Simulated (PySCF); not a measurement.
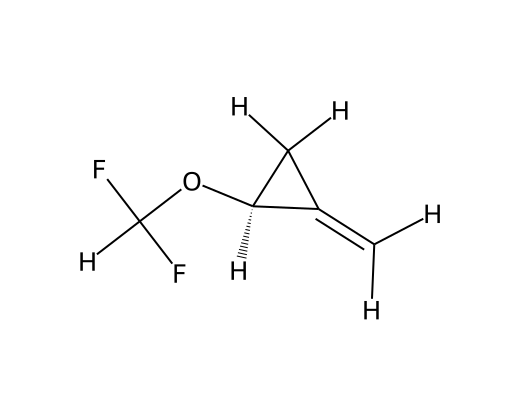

Skeletal drawing of a molecule.

Give its SMILES.

Answer. C=C1C[C@@H]1OC(F)F

Give the formula, hydrogens included.

Answer. C5H6F2O.

An optimisation with GFN2-xTB gave a structure of which point group?

Answer. C1.

More results for the same structure follow; atom numbers are the same in all pictures, views and colours differ. The geometry was computed by an optimisation with GFN2-xTB. No frequency run is at hand to confirm it as a minimum.

Electronic properties

No frequency run is at hand to confirm it as a minimum. Method: B3LYP/pcJ-1, gas phase (PySCF 2.14.0).

Give the dipole moment at this level.

Answer. 3.07 D.

Give the HOMO energy (Kohn–Sham orbital) at this level.

Answer. −7.78 eV.

What is the LUMO energy (Kohn–Sham orbital)?

Answer. −0.70 eV.

Spin–spin coupling

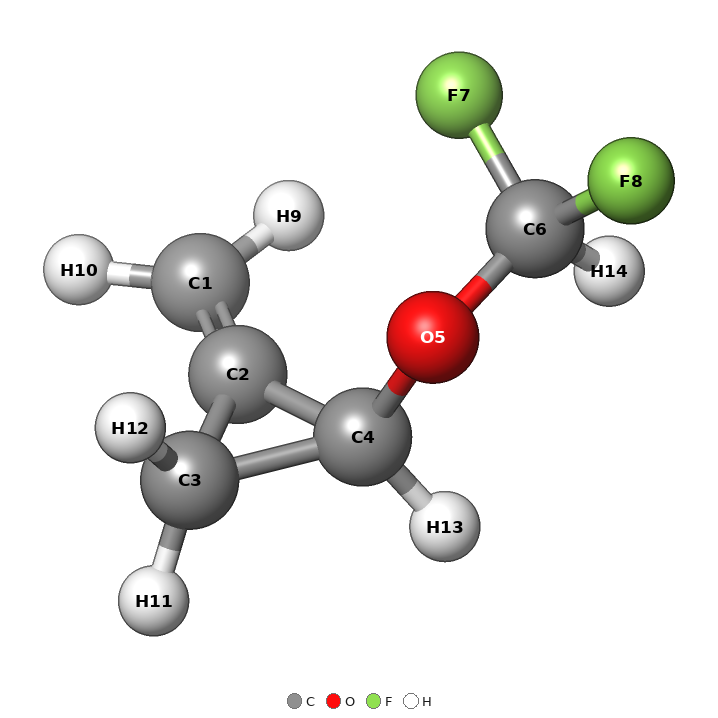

No frequency run is at hand to confirm it as a minimum. Properties computed with B3LYP/pcJ-1 indirect spin-spin coupling, non-relativistic, gas phase (PySCF 2.14.0). Isotopes: 13C, 19F, 1H, 17O.

Give the spin–spin coupling constants of these pairs, with the number of bonds between them: C6/F8, C6/F7, O5/F7, O5/F8, F7/F8, F7/H14, F8/H14, C4/F8, C4/F7.

```tsv
pair	bonds apart	J (Hz)
C6, F8	1	−309.0
C6, F7	1	−326.6
O5, F7	2	−23.6
O5, F8	2	−42.1
F7, F8	2	127.8
F7, H14	2	91.6
F8, H14	2	73.2
C4, F8	3	6.5
C4, F7	3	−1.9
```

Density functionals are unreliable for couplings to fluorine, so those rows may be far off.

Quadrupole coupling

No frequency run is at hand to confirm it as a minimum. Electric field gradients from the ground-state density, B3LYP/pcJ-1 (PySCF 2.14.0), non-relativistic apart from any core potentials.

Give the largest field-gradient component, the quadrupole coupling constant and the asymmetry for 17O at O5 (Q = −25.6 mb).

| atom | V_zz (a.u.) | e²qQ/h (MHz) | η |
| --- | --- | --- | --- |
| O5 | 1.900 | −11.43 | 0.90 |
